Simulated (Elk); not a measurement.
Band structure of BiPt (P6_3/mmc, 4 atoms in the cell).

```
BiPt
1.0
    4.39676     0.00000     0.00000
   -2.19838     3.80771     0.00000
    0.00000     0.00000     5.55247
Bi Pt
2 2
Cartesian
  0.00000   2.53847   1.38812
  2.19838   1.26923   4.16435
  0.00000   0.00000   2.77624
  0.00000   0.00000   0.00000
```

Level of theory: LDA (PW92), all-electron FP-LAPW, Elk's shipped species files, default APW+lo basis in Elk 10.2.4.

Settings: xctype = 3; rgkmax = 7; stype = 3; swidth = 0.00367493 Ha; ngridk = 7 7 5; rmtscf = 0.88.

The starting cell comes from a database of computed structures (which also holds hypothetical and non-ambient phases and stackings), without a prior relaxation at this level. Its lattice was rescaled by a random factor within 2.5 % of one. Spin-orbit coupling is off. Spin polarisation is off. Values depend on the basis (sphere radii, cutoffs, local orbitals), which need not be converged.

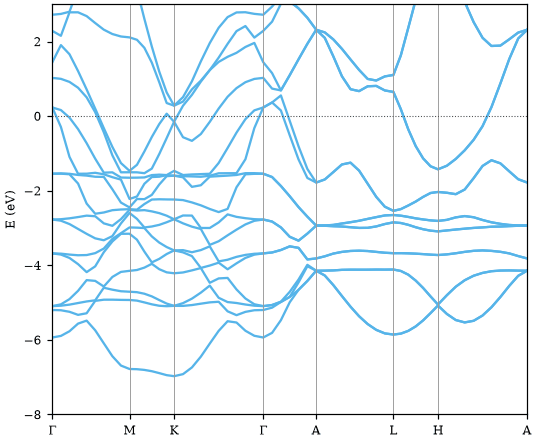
Fig. 1. Bands along the path, energies from the Fermi level.

Levels in eV from the Fermi level, bands 41 to 48:
```json
[
 {"point": "Γ", "41": "-1.54", "42": "-1.54", "43": "0.23", "44": "0.23", "45": "1.02", "46": "1.44", "47": "2.29", "48": "2.72"},
 {"point": "M", "41": "-2.50", "42": "-2.45", "43": "-2.22", "44": "-1.65", "45": "-1.51", "46": "-1.47", "47": "2.11", "48": "4.14"},
 {"point": "K", "41": "-2.24", "42": "-1.60", "43": "-1.60", "44": "-1.47", "45": "-0.15", "46": "-0.15", "47": "0.28", "48": "0.28"},
 {"point": "A", "41": "-2.94", "42": "-2.94", "43": "-1.78", "44": "-1.78", "45": "2.31", "46": "2.31", "47": "2.31", "48": "2.31"},
 {"point": "L", "41": "-2.65", "42": "-2.65", "43": "-2.54", "44": "-2.54", "45": "0.65", "46": "0.65", "47": "1.10", "48": "1.10"},
 {"point": "H", "41": "-2.81", "42": "-2.81", "43": "-2.03", "44": "-2.03", "45": "-1.43", "46": "-1.43", "47": "4.35", "48": "4.35"}
]
```

Bands cross the Fermi level along this path, so the cell is metallic at this level.
